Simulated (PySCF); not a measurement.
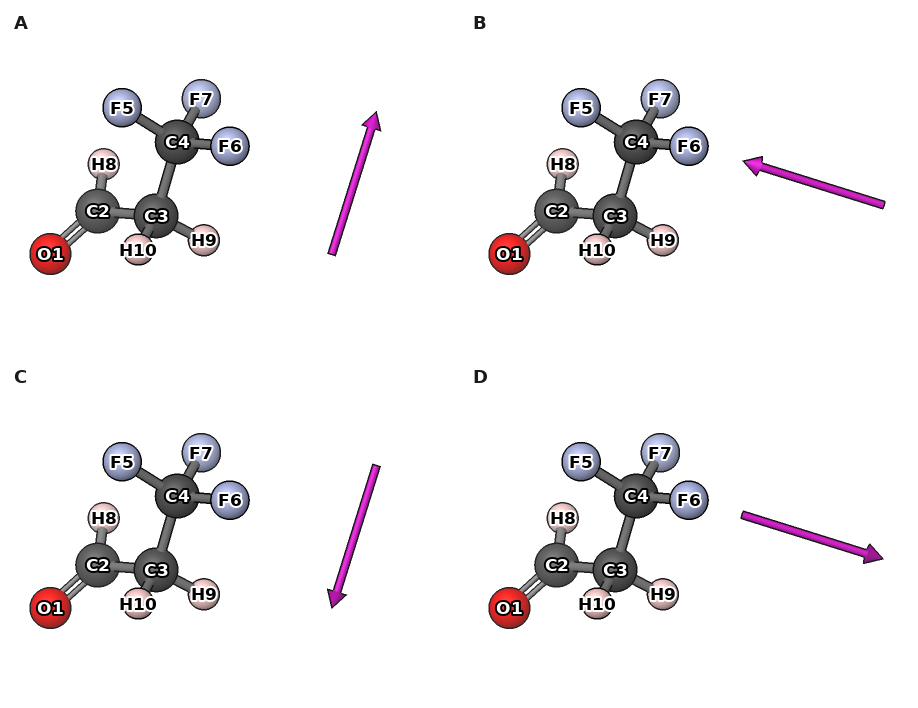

The same molecule four times, each with an arrow. The geometry was computed by an optimisation with GFN2-xTB. No frequency run is at hand to confirm it as a minimum. Level of theory: PBE0/def2-SVPD, gas phase (PySCF 2.14.0).

> Which arrow points along the dipole moment, from the negative to the positive end?

D. The dipole moment is 1.55 D; it points from the side of O1, F5 to the side of H9 (the outermost atoms at the two ends).
